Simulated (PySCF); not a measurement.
# Run report: BF, NMR shielding calculation

The run: NMR shielding calculation of BF (Boron monofluoride). Method and program: GIAO PBE0/pcSseg-1 NMR shielding, non-relativistic, gas phase (PySCF 2.14.0).

The geometry comes from this level: GFN2-xTB. Figures and captions count atoms from 1; the log counts them from 0 in places.

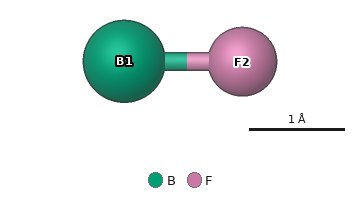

**Figure 1.** The structure (ball-and-stick view, seen on its broad side; atoms are numbered from 1 in the order of the input). Bond lengths as drawn: B–F 1.24 Å.

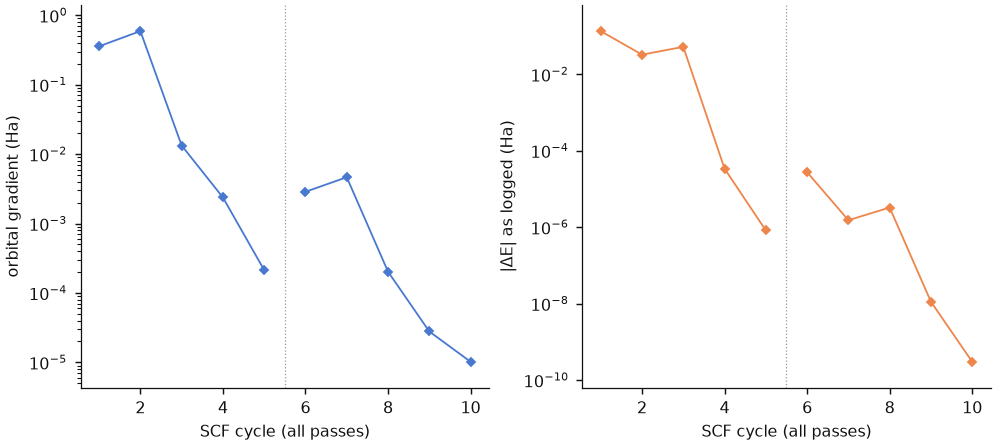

**Figure 2.** Convergence of the self-consistent field: orbital gradient and size of the energy change against the SCF cycle. The dotted line marks the change from a coarse to the final integration grid. The first 5 cycles use a coarse grid, the final grid takes over at cycle 6, and the field converges after 10 cycles in all.

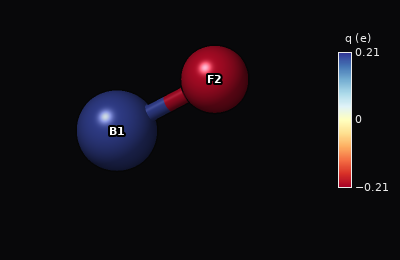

**Figure 3.** IAO charges, as the colour of each atom (ball-and-stick view, seen at an oblique angle; atoms are numbered from 1 in the order of the input). By element: B +0.20 and F −0.20 e.

The input and output of the run follow.

The input
```
{"job": {"kind": "nmr", "xc": "PBE0", "basis": "pcSseg-1"}, "charge": 0, "multiplicity": 1}
B      0.623473    -0.002540    -0.003264
F     -0.620716     0.003808    -0.010884
```

The first line tells a small driver script what to run in PySCF; the rest is the geometry in Å.

Launched with:
```bash
OMP_NUM_THREADS=1 python <driver script> task.json out
```

The program's output
```
coarse grid: 2176 points
cycle   1  E = -124.4780704552  dE =  1.349e-01  |g| = 3.569e-01  |ddm| = 1.097e+00
cycle   2  E = -124.4454362399  dE =  3.263e-02  |g| = 5.907e-01  |ddm| = 3.443e-01
cycle   3  E = -124.4976916071  dE = -5.226e-02  |g| = 1.330e-02  |ddm| = 2.228e-01
cycle   4  E = -124.4977255516  dE = -3.394e-05  |g| = 2.374e-03  |ddm| = 1.134e-02
cycle   5  E = -124.4977263723  dE = -8.208e-07  |g| = 2.136e-04  |ddm| = 1.212e-03
final grid: 22816 points
cycle   6  E = -124.5166332941  dE = -2.742e-05  |g| = 2.864e-03  |ddm| = 1.105e-02
cycle   7  E = -124.5166317767  dE =  1.517e-06  |g| = 4.644e-03  |ddm| = 4.136e-03
cycle   8  E = -124.5166350405  dE = -3.264e-06  |g| = 2.030e-04  |ddm| = 1.793e-03
cycle   9  E = -124.5166350517  dE = -1.119e-08  |g| = 2.790e-05  |ddm| = 3.260e-04
cycle  10  E = -124.5166350520  dE = -3.003e-10  |g| = 1.021e-05  |ddm| = 5.705e-05
converged SCF energy = -124.5166350520

GIAO shielding tensors (ppm)
atom      isotropic    diamagn.    paramagn.     s11        s22        s33       span
  0 B       72.078     199.696    -127.618      2.530      2.531    211.174    208.643
  1 F       84.454     469.992    -385.537   -115.141   -115.136    483.640    598.781
```

Key numbers

- outcome: converged
- total energy: −124.516635 hartree
- HOMO: −7.92 eV
- LUMO: −0.86 eV
- dipole moment: 1.11 D
- isotropic shielding, B: 72.1 ppm
- isotropic shielding, F: 84.5 ppm
- hardware: 1 CPU thread, shared host
- wall time: 1.1 s
- peak memory: 0.27 GiB
